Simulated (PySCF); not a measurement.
# Os₂Se: singlet, from a bent start

Aim: relax Os₂Se as a singlet from a bent start, check by its vibrations whether the end is a minimum, and collect its spectrum and constants.

The runs use PySCF 2.14.0; B3LYP, basis Se def2-SVP, Os def2-SVP with ECP60, scalar-relativistic core potentials, no spin–orbit coupling, density fitting.

## Step 1: Starting geometry

3 atoms, charge 0, spin multiplicity 1.

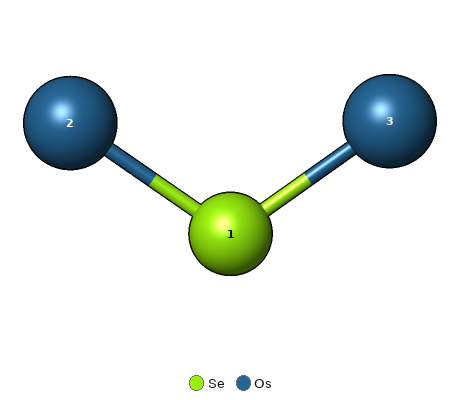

Start geometry, drawn with selenium green, osmium blue; atoms are numbered from 1 in the order of the file.

```xyz
3
charge 0 multiplicity 1
Se    0.0000    0.0000   -1.1632
Os    2.0069    0.0000    0.2421
Os   -2.0069    0.0000    0.2421
```

## Step 2: Bent start, singlet: relaxation

The steps below are one call of a driver around PySCF. For each, scf.py gives the equivalent set-up of the SCF; relaxations use the driver's own optimiser. Before each start the driver seeks the lowest SCF state from one or more starting densities and follows internal instabilities, so scf.py alone need not reach the same state.

The program finds C2v symmetry in the start, which this walk keeps. Threshold on the gradient: 0.0003 Eh/bohr, with a further test on the energy change.

The input, scf.py:

```python
from pyscf import gto, scf, dft
mol = gto.M(atom='''
Se     0.000000     0.000000    -1.163176
Os     2.006900    -0.000000     0.242124
Os    -2.006900     0.000000     0.242124''',
    basis={'Se': 'def2-SVP', 'Os': 'def2-SVP'},
    ecp={'Os': 'def2-SVP'},
    charge=0, spin=0)
mf = dft.RKS(mol, xc='B3LYP')
mf.grids.atom_grid = (50, 194)
aux = {'Se': 'def2-universal-JKFIT', 'Os': 'def2-universal-JKFIT'}
mf = mf.density_fit(auxbasis=aux)
mf.kernel()
```

After this run come: Is it a minimum? Harmonic modes.

Q: Predict the outcome of this session. Wanted: minimum; geometry; wavenumbers; dipole moment; highest occupied, lowest empty level; polar-tensor charge of Se1; zero-point energy; atomisation energy.

As calculated:

```
                                 quantity                                                                   value
                                  minimum                                                            singlet, C2v
                                 geometry  Os–Os 2.886 Å, Se–Os 2.262 Å (×2); Os–Os–Se 50.4° (×2), Os–Se–Os 79.3°
                       wavenumbers (cm⁻¹)                                             91 (a1), 329 (a1), 349 (b2)
                            dipole moment                                                                  0.65 D
     highest occupied, lowest empty level                                                         -5.02, -4.37 eV
               polar-tensor charge of Se1                                                                 +0.07 e
                        zero-point energy                                                              4.6 kJ/mol
                      entropy at 298.15 K                                                         332.2 J/(mol K)
atomisation energy (no zero-point energy)                                                              251 kJ/mol
```

What this shows: The molecule stays C2v, as typed, and the end point is a minimum. The strongest infrared band lies at 349 cm⁻¹ (b2). Only this shape and spin were tried, so other structures or states may lie lower. The stability of the closed-shell solution was not tested. The small gap makes a closed-shell description doubtful. With an element this heavy the missing spin–orbit coupling can shift these numbers.
